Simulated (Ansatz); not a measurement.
## Electronic structure of BFH₆NOSn (SMILES [NH3+]B(F)[O][SnH3]) (charge +1) in real space

The calculation's input:

```
crystal:
  periodic: [false, false, false]
  atoms:
    - {symbol: B, position_ang: [0.941964, -0.498056, 1.641662]}
    - {symbol: F, position_ang: [1.894816, 0.254507, 2.158254]}
    - {symbol: "N", position_ang: [-0.373969, 0.347665, 1.386337]}
    - {symbol: O, position_ang: [0.906255, -1.746776, 1.325830]}
    - {symbol: Sn, position_ang: [2.265589, -3.359868, 1.410920]}
    - {symbol: H, position_ang: [-0.733614, 0.761018, 2.258653]}
    - {symbol: H, position_ang: [-1.111257, -0.242523, 0.980685]}
    - {symbol: H, position_ang: [-0.200051, 1.135159, 0.745466]}
    - {symbol: H, position_ang: [2.329652, -3.759866, -0.240745]}
    - {symbol: H, position_ang: [3.648644, -2.622379, 2.077700]}
    - {symbol: H, position_ang: [1.391485, -4.409551, 2.423937]}
basis:
  gaussian:
    orbitals: def2-SVPD
total_charge: 1
hamiltonian:
  xc: {name: PBE0}
output: {forces: true, orbitals: {seedname: orbitals}}
```

Run with:

```sh
ansatz run input.yaml --threads 2 --pin off --max-ram 4350MiB --events-out events.jsonl --progress --plain --runs-dir runs
```

Geometry: B3LYP-D3(BJ)/def2-SVP; core potentials replace the inner electrons of Sn.

Level of theory: isolated molecule in a Gaussian basis; Kohn-Sham density functional theory, functional PBE0 in Ansatz 0.2.0.

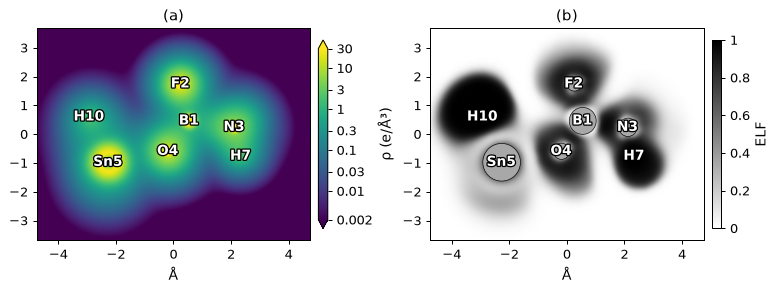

Figure 1. (a) electron density; (b) ELF on the plane of atoms B1, O4 and Sn5. Grey discs cover the atomic cores in the ELF map.

> Read the bonding off the picture.

The section cuts through B, F, N, O, Sn and H sites.
B–O (1.29 Å): the density is about 2.5 e/Å³ at the midpoint; the ELF peaks at about 0.90 between the atoms: a short, strongly polar bond.
B–F (1.32 Å): ρ is about 2.2 e/Å³ halfway; the ELF peaks at about 0.85 between the atoms; a shared but strongly polarised pair.
B–N (1.58 Å): ρ at the midpoint is about 1.4 e/Å³; the ELF peaks at about 0.95 between the atoms; a polar covalent bond.
Sn–O (2.11 Å): ρ at the midpoint is about 0.51 e/Å³; the ELF peaks at about 0.85 in the valence shell of O, 0.6 Å from its nucleus, and drops to about 0.10 between the two atoms.
N–H (1.03 Å): the density is about 2.9 e/Å³ at the midpoint; the ELF climbs to about 1 towards the hydrogen, as it does in any bond to H; an ordinary covalent bond to hydrogen.
The ELF also peaks beside O4 and F2, away from the bonds: lone-pair regions.

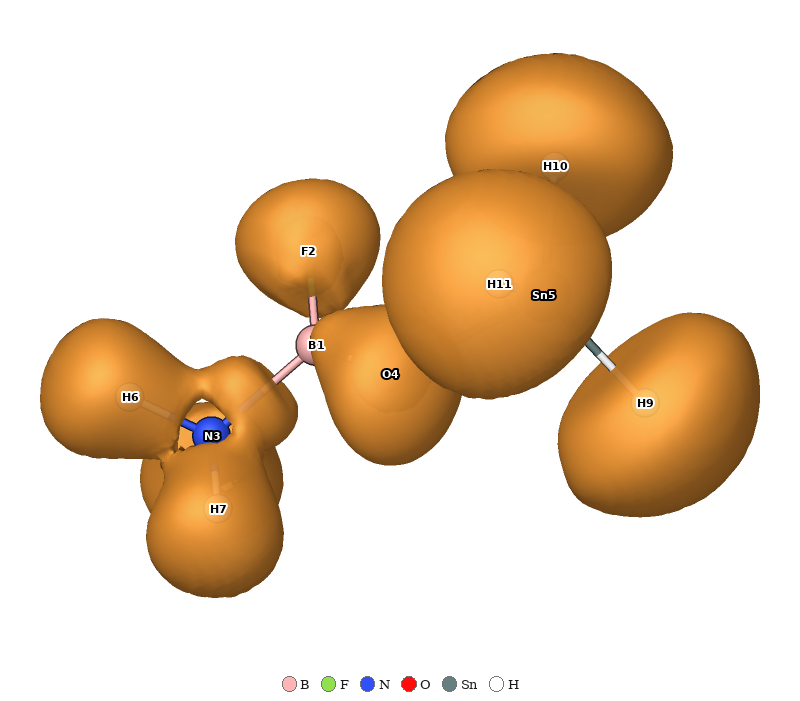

Figure 2. Isosurface of the ELF at 0.75 (orange), seen at a tilt. Only the valence region is drawn (cores and ρ < 0.01 e/Å³ removed).

> Identify the bonds, lone pairs and shells in this picture.

The surface consists of three regions around hydrogen nuclei, one region on F in which the atom's valence shell and bonds are merged, one region on O in which the atom's valence shell and bonds are merged and one joined region spread over several atoms (H, N), in which their bonds and any lone pairs are merged.

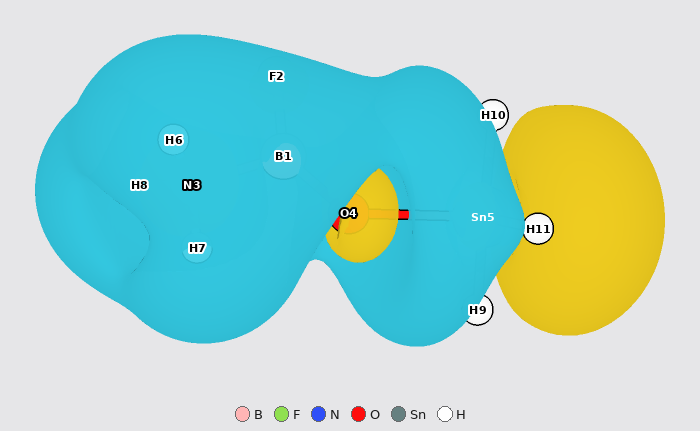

Figure 3. The LUMO at ±0.06 Å⁻³ᐟ² (yellow and cyan are the two phases), seen at a tilt.

> Describe this orbital and give its energy.

By Hirshfeld shares it lies mainly on Sn5 (about 40 %), B1 (about 15 %), H6 (about 10 %), H8 (about 10 %), N3 (about 5 %) and O4 (about 5 %). Its energy is −5.00 eV.
